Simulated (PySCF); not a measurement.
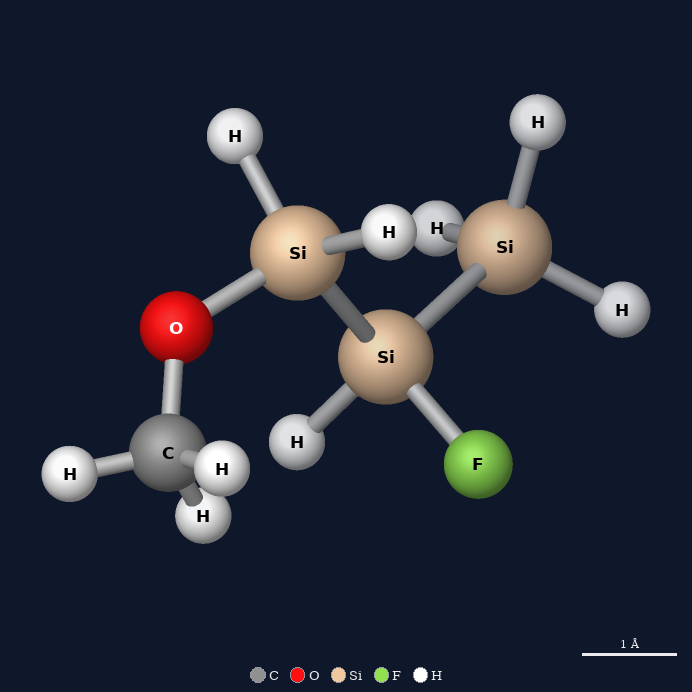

A ball-and-stick model of a molecule.

Computed geometry: GFN2-xTB optimisation. No frequency run is at hand to confirm it as a minimum.

**What is the molecular formula?**

CH9FOSi3, 15 atoms: 1 carbon, 9 hydrogen, 1 fluorine, 1 oxygen and 3 silicon.

**What is the point group of this geometry?**

C1.

**How many bonds of each kind are drawn?**

6 Si–H, 3 C–H, 2 Si–Si, 1 C–O, 1 O–Si, 1 F–Si.

**Write the SMILES.**

CO[SiH2][Si@H](F)[SiH3]

**Describe its rings.**

It has no ring.

More results for the same structure follow; atom numbers are the same in all pictures, views and colours differ.

### Geometry

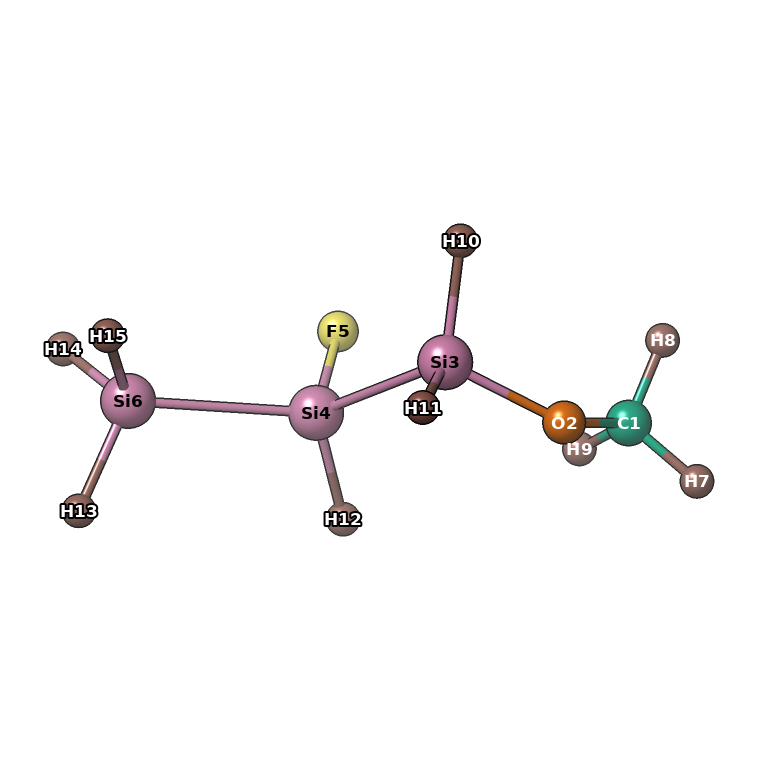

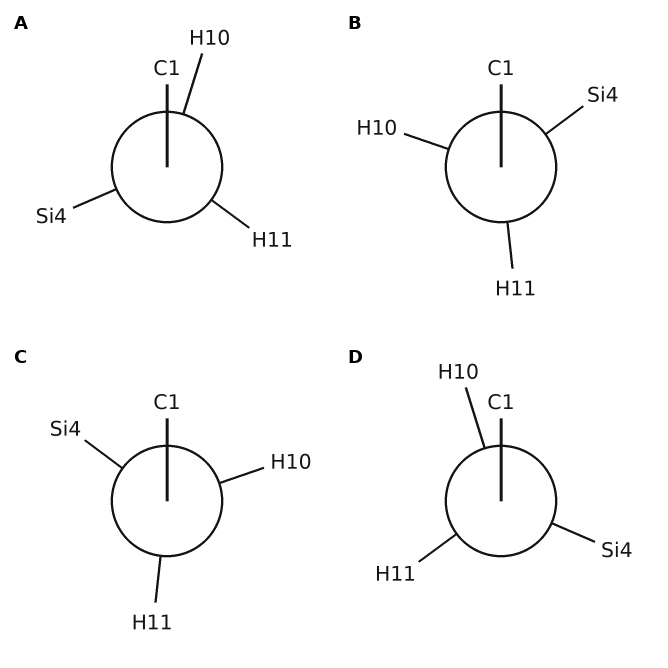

Distant atoms are faded towards the background colour. Bonds that would overlap in a projection are set slightly apart. No frequency run is at hand to confirm it as a minimum.

**Which Newman projection shows the view along O2–Si3, with O2 in front?**

B. The torsion angle C1–O2–Si3–Si4 is 54°, synclinal (gauche).

### NMR shielding

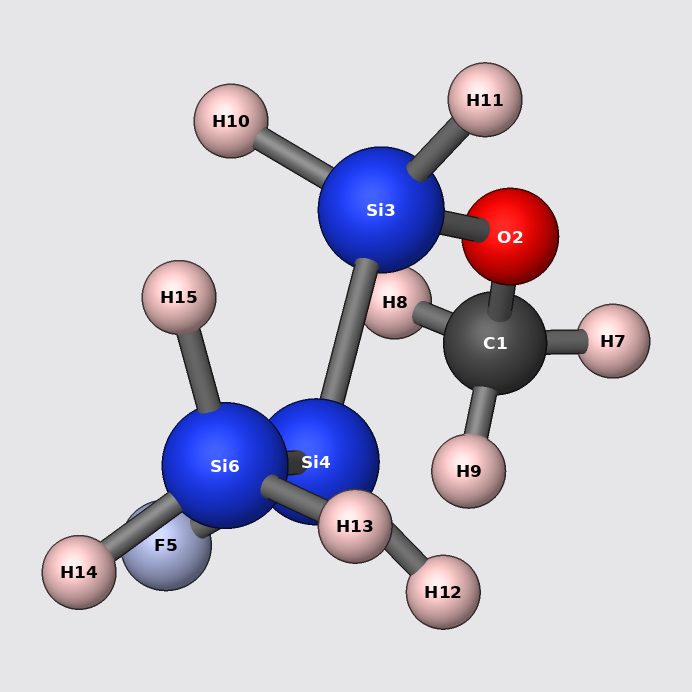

No frequency run is at hand to confirm it as a minimum. Method: GIAO PBE0/pcSseg-1 NMR shielding, non-relativistic, gas phase (PySCF 2.14.0). Principal shieldings σ11 ≤ σ22 ≤ σ33, span Ω = σ33 − σ11, skew κ = 3(σiso − σ22)/Ω.

Give the shielding tensors of the F atoms.

```csv
atom,σ11,σ22,σ33,σiso,Ω,κ
F5,370.5,479.3,498.4,449.4,128.0,−0.70
```

Shieldings and span in ppm.

### Excitation

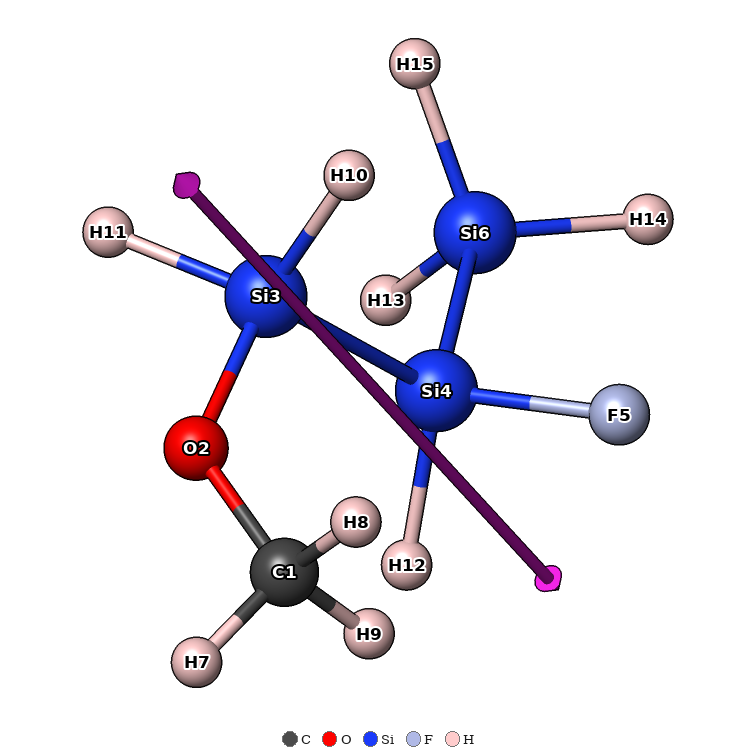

The double arrow shows the direction of the transition dipole to excited singlet state 6 (its length means nothing). No frequency run is at hand to confirm it as a minimum. Properties computed with TDDFT CAM-B3LYP/def2-SVPD, vertical, gas phase, core orbitals frozen in the response (PySCF 2.14.0).

**Where does the transition lie, and how strong is it?**

7.17 eV (173 nm), oscillator strength 0.080, mainly HOMO → LUMO+2 (weight 0.76); transition dipole 1.72 D.

### Charges

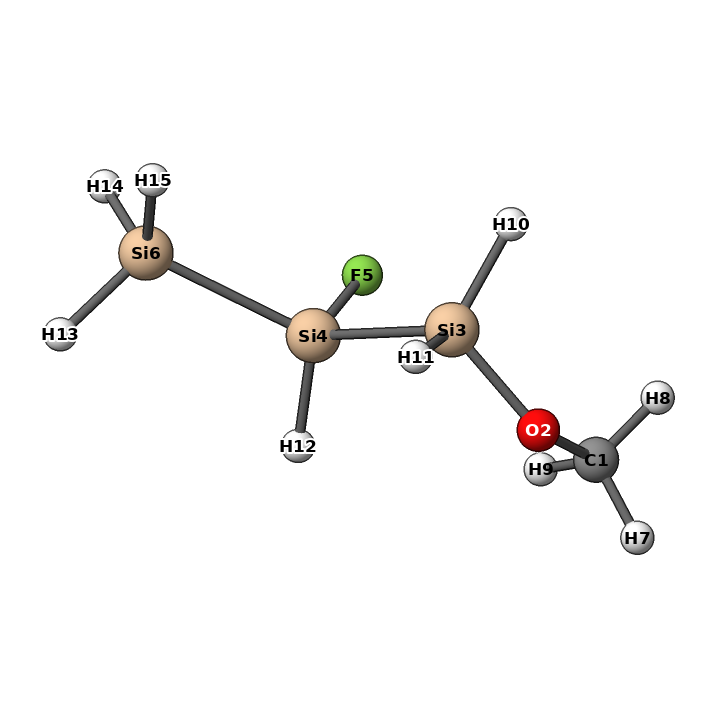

The questions are on Hirshfeld charges. No frequency run is at hand to confirm it as a minimum. Method: PBE0/pcSseg-1, gas phase (PySCF 2.14.0).

Give the Hirshfeld charges atom by atom.

```json
{"atom": "C1", "value (e)": "−0.03"}
{"atom": "O2", "value (e)": "−0.23"}
{"atom": "Si3", "value (e)": "0.31"}
{"atom": "Si4", "value (e)": "0.26"}
{"atom": "F5", "value (e)": "−0.22"}
{"atom": "Si6", "value (e)": "0.22"}
{"atom": "H7", "value (e)": "0.05"}
{"atom": "H8", "value (e)": "0.04"}
{"atom": "H9", "value (e)": "0.04"}
{"atom": "H10", "value (e)": "−0.08"}
{"atom": "H11", "value (e)": "−0.08"}
{"atom": "H12", "value (e)": "−0.08"}
{"atom": "H13", "value (e)": "−0.07"}
{"atom": "H14", "value (e)": "−0.06"}
{"atom": "H15", "value (e)": "−0.08"}
```

### Quadrupole coupling

No frequency run is at hand to confirm it as a minimum. Electric field gradients from the ground-state density, PBE0/pcSseg-1 (PySCF 2.14.0), non-relativistic apart from any core potentials.

Give the largest field-gradient component, the quadrupole coupling constant and the asymmetry for 17O at O2 (Q = −25.6 mb), 2H at H7 (Q = 2.86 mb), 2H at H8 (Q = 2.86 mb).

```json
{"atom": "O2", "V_zz (a.u.)": "1.722", "e²qQ/h (MHz)": "−10.36", "η": "0.42"}
{"atom": "H7", "V_zz (a.u.)": "0.301", "e²qQ/h (MHz)": "0.202", "η": "0.07"}
{"atom": "H8", "V_zz (a.u.)": "0.297", "e²qQ/h (MHz)": "0.199", "η": "0.08"}
```

The geometry is semi-empirical. Around Si such bond lengths and angles can be off by a tenth of an ångström or more and by several degrees, and values that hang on the shape move with them.
